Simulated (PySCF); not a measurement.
SMILES CO[SiH2]CC(C)C (C5H14OSi) at its GFN2-xTB optimised geometry (Å):

```
21

C      0.6758    -2.4201     1.9486
O      0.4593    -1.1659     1.3811
Si     1.2890    -0.4634     0.1758
C      0.4591     1.2302     0.0000
C     -1.0706     1.2302     0.0000
C     -1.6213     0.4694    -1.2014
C     -1.6011     2.6635     0.0000
H     -0.0691    -2.5719     2.7308
H      0.5773    -3.2093     1.1993
H      1.6753    -2.4822     2.3857
H      2.7091    -0.3171     0.5271
H      1.2302    -1.2814    -1.0442
H      0.8160     1.6898    -0.9230
H      0.8032     1.8745     0.8114
H     -1.4128     0.7333     0.9134
H     -1.3113    -0.5719    -1.1683
H     -2.7091     0.5045    -1.2107
H     -1.2551     0.9087    -2.1276
H     -2.6892     2.6710     0.0201
H     -1.2399     3.2093     0.8692
H     -1.2711     3.1886    -0.8949
```

Level of theory: CAM-B3LYP/def2-SVP (PySCF). Cells within 0.4 Å of a nucleus heavier than hydrogen are left out (blank, or x).

Map of the deformation density (molecule minus spherical neutral atoms) (e/bohr³) on the plane z = 0.0 Å:

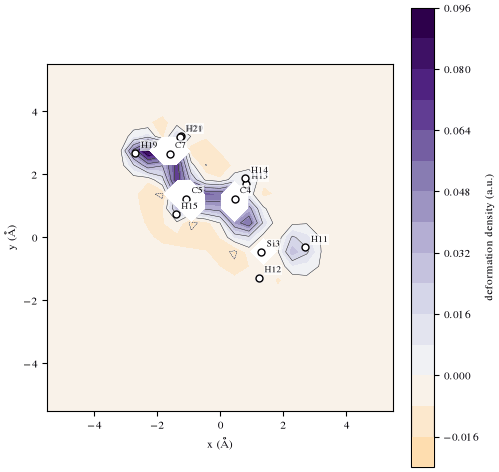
Figure: Deformation density (molecule minus spherical neutral atoms) (e/bohr³) on the plane z = 0.0 Å.
